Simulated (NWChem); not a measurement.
# C2H2F2 (vinylidene fluoride) at 3 levels

Wanted: a comparison of 3 runs (PBE/aug-cc-pVDZ, SVWN5/aug-cc-pVDZ, CCSD(T)/aug-cc-pVDZ) of C2H2F2 (vinylidene fluoride). 

Program for the calculation: NWChem 7.3.0.

### 1 The system as given

C2H2F2 has 6 atoms, charge 0, and is taken as a singlet. As SMILES, `C=C(F)F`. The C2–F3 distance was set to 1.707 Å, away from the relaxed value.

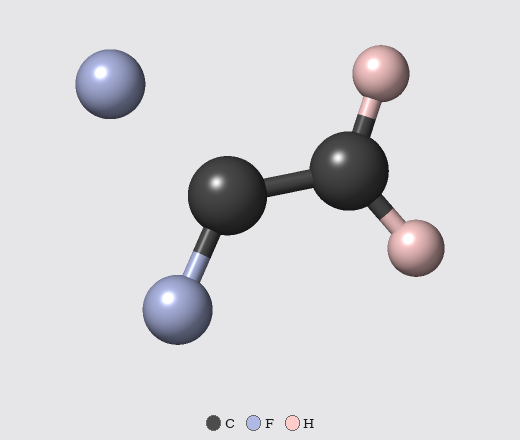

Viewed from a chosen angle; carbon dark grey, fluorine light blue, hydrogen pink.

### 2 A single-point energy at PBE/aug-cc-pVDZ (run 1)

c2h2f2.nw

```
start c2h2f2
memory total 2200 mb

geometry units au noautosym nocenter noautoz
   C      0.09838670     0.87248655    -1.70195538
   C      0.51582720    -0.76326038     0.12068547
   F     -0.85963641    -0.68710442     3.03792372
   F      2.05444221    -2.70495397    -0.02501241
   H      1.06233600     0.66386079    -3.48585684
   H     -1.20495741     2.41034567    -1.39922125
end

basis spherical bse
   * library aug-cc-pVDZ
end

dft
   xc xpbe96 cpbe96
   grid fine
   convergence energy 1e-08
   maxiter 100
   mulliken
end

task dft energy
```

On the command line:

```bash
nwchem c2h2f2.nw > c2h2f2.out
```

The program printed:

```text
[...]
          Wavefunction type:  closed shell.
          No. of atoms     :     6
          No. of electrons :    32
[...]
          Charge           :     0
          Spin multiplicity:     1
[...]
          AO basis - number of functions:   110
[...]
              XC Information
              --------------
          PerdewBurkeErnzerhof Exchange Functional  1.000
            Perdew 1991 LDA Correlation Functional  1.000 local
           PerdewBurkeErnz. Correlation Functional  1.000 non-local
[...]
 d= 0,ls=0.0,diis     1   -276.5932391736 -3.85D+02  3.52D-02  1.42D+00     2.8
[...]
 d= 0,ls=0.0,diis    13   -276.7719004978  6.18D-11  1.65D-07  1.09D-09    29.7
         Total DFT energy =     -276.771900497789
      One electron energy =     -597.096302487859
           Coulomb energy =      243.727667604165
    Exchange-Corr. energy =      -32.022051856448
 Nuclear repulsion energy =      108.618786242353
[...]
      Total Density - Mulliken Population Analysis
     ---------------------------------------------
    Atom       Charge   Shell Charges
 -----------   ------   -------------------------------------------------------
    1 C    6     5.24   2.02  0.65  0.62 -0.17  2.14  0.01  0.01  0.04 -0.09
    2 C    6     5.28   2.02  0.68  0.62 -0.01  1.86  0.00  0.06  0.15 -0.09
    3 F    9     9.45   2.01  0.91  1.04  0.09  3.24  1.95  0.20  0.00  0.01
    4 F    9     9.33   2.01  0.90  1.04  0.16  3.32  1.78  0.10  0.01  0.02
    5 H    1     1.38   0.76  0.64  0.01  0.03 -0.06
    6 H    1     1.32   0.76  0.58  0.01  0.03 -0.06
[...]
```

It took 31 s on 1 thread of Intel Xeon Platinum 8488C (Sapphire Rapids), shared host; peak memory 0.11 GiB.

### 3 The energy at SVWN5/aug-cc-pVDZ (run 2)

run.py

```python
from ase import Atoms
from ase.calculators.nwchem import NWChem

system = Atoms('CCFFHH', positions=[
    [0.052064, 0.461700, -0.900636],
    [0.272964, -0.403900, 0.063864],
    [-0.454900, -0.363600, 1.607600],
    [1.087164, -1.431400, -0.013236],
    [0.562164, 0.351300, -1.844636],
    [-0.637636, 1.275500, -0.740436],
])

calc = NWChem(
    label='run',
    theory='dft',
    memory='2200 mb',
    basis='aug-cc-pVDZ',
    basispar='spherical bse',
    dft={'xc': 'slater vwn_5', 'mult': '1', 'grid': 'fine', 'convergence': 'energy 1e-08', 'iterations': '100', 'mulliken': None},
    task='energy',
)
system.calc = calc

print(f"energy = {system.get_potential_energy():.6f} eV")
print("dipole (e A):", system.get_dipole_moment().round(4))
```

On the command line:

```bash
export ASE_NWCHEM_COMMAND="nwchem PREFIX.nwi > PREFIX.nwo"
python run.py
```

The program printed:

```text
energy = -7484.976003 eV
dipole (e A): [ 0.1108  0.1852 -0.5563]
```

The calculator wrote run.nwi:

```
title "run"

permanent_dir run

scratch_dir run

start run

geometry units angstrom nocenter noautosym noautoz
  C  5.2063999999999999e-02 4.6170000000000000e-01 -9.0063599999999999e-01
  C  2.7296399999999998e-01 -4.0389999999999998e-01 6.3864000000000004e-02
  F  -4.5490000000000003e-01 -3.6359999999999998e-01 1.6075999999999999e+00
  F  1.0871640000000000e+00 -1.4314000000000000e+00 -1.3236000000000000e-02
  H  5.6216400000000000e-01 3.5130000000000000e-01 -1.8446359999999999e+00
  H  -6.3763599999999998e-01 1.2755000000000001e+00 -7.4043599999999998e-01
end

memory 2200 mb

basis spherical bse noprint
   * library aug-cc-pVDZ
end

dft
  xc slater vwn_5
  mult 1
  grid fine
  convergence energy 1e-08
  iterations 100
  mulliken
end

task dft energy
```

run.nwo:

```text
Northwest Computational Chemistry Package (NWChem) 7.3.0
             --------------------------------------------------------

           Job information
           ---------------

    nwchem branch   = 7.3.0
    use scalapack   = T
    input           = run.nwi
    prefix          = run.
    data base       = run/run.db
    status          = startup
    nproc           =        1

           Memory information
           ------------------

[... 5 lines left out ...]
    hardfail = no
[... 115 lines left out ...]
          Convergence on energy requested:  1.00D-08
[... 22 lines left out ...]
          Convergence Information
[... 30 lines left out ...]
 1-e energy   =    -595.662556
[... 45 lines left out ...]
      One electron energy =     -596.934298947891
[... 8 lines left out ...]
                       DFT Final Molecular Orbital Analysis
[... 811 lines left out ...]
     Multipole analysis of the density
     ---------------------------------

     L   x y z        total         alpha         beta         nuclear
     -   - - -        -----         -----         ----         -------
     0   0 0 0     -0.000000    -16.000000    -16.000000     32.000000

     1   1 0 0      0.209332     -7.043291     -7.043291     14.295913
[... 8 lines of this table left out ...]
     2   0 0 2    -17.350928    -65.996844    -65.996844    114.642759

 Task  times  cpu:       21.4s     wall:       21.4s
 Total times  cpu:       21.4s     wall:       21.4s
```

It took 23 s on 1 thread of Intel Xeon Platinum 8488C (Sapphire Rapids), shared host; peak memory 0.11 GiB.

### 4 The energy at CCSD(T)/aug-cc-pVDZ (run 3)

run.nw

```
START run
TITLE "C2H2F2 ccsd(t)"
memory total 2200 mb

GEOMETRY noautosym nocenter noautoz
C        0.052064       0.461700      -0.900636
C        0.272964      -0.403900       0.063864
F       -0.454900      -0.363600       1.607600
F        1.087164      -1.431400      -0.013236
H        0.562164       0.351300      -1.844636
H       -0.637636       1.275500      -0.740436
END

BASIS spherical bse
C library aug-cc-pVDZ
F library aug-cc-pVDZ
H library aug-cc-pVDZ
END

SCF
thresh 1e-08
maxiter 80
END

CCSD
freeze core 4
maxiter 60
END

TASK ccsd(t)
```

On the command line:

```bash
nwchem run.nw > run.out
```

The program printed:

```text
[...]
  functions       =   110
[...]
  wavefunction    = RHF
[...]
         Total SCF energy =   -275.702813634237
      One-electron energy =   -596.984811589631
      Two-electron energy =    212.663203963714
 Nuclear repulsion energy =    108.618793991680
        Time for solution =     35.0s
[...]
 Total MP2 energy:           -276.398498303553652
[...]
             energy      energy      error      ampl     ampl      Block
                                                time     time      time
[...]
 Total CCSD energy:           -276.416709403066875
[...]
 Total CCSD+T(CCSD) energy:           -276.445148089822681
[...]
 Total CCSD(T) energy:                -276.442336790665024
[...]
```

Wall time 5 min (1 thread of Intel Xeon Platinum 8488C (Sapphire Rapids), shared host); peak memory 0.42 GiB.

### 5 Overview of the runs

```tsv
run	level	integration grid	iteration cap	energy (Eh)	dipole moment (D)	HOMO energy (eV)	LUMO energy (eV)	wall time
1	PBE/aug-cc-pVDZ	fine	100	-276.771900	2.81	-7.27	-2.83	31 s
2	SVWN5/aug-cc-pVDZ	fine	100	-275.067797	2.87	-7.46	-3.06	23 s
3	CCSD(T)/aug-cc-pVDZ	–	80	-276.442337	–	-11.75	0.83	5 min
```

### 6 Outcome

| quantity | value |
| --- | --- |
| run 3: total energy | -276.44234 Eh |
| run 3: HOMO energy (Hartree–Fock orbitals) | -11.75 eV |
| run 3: LUMO energy (Hartree–Fock orbitals) | 0.83 eV |
| run 3: HOMO–LUMO gap (Hartree–Fock orbitals) | 12.59 eV |
| run 3: correlation energy (4 core orbitals frozen) | -739.5 mEh |
| run 3: (T) correction | -25.63 mEh |

In words: Totals of different functionals can't be ranked against each other. All runs together took 5.9 min, the longest 5 min.
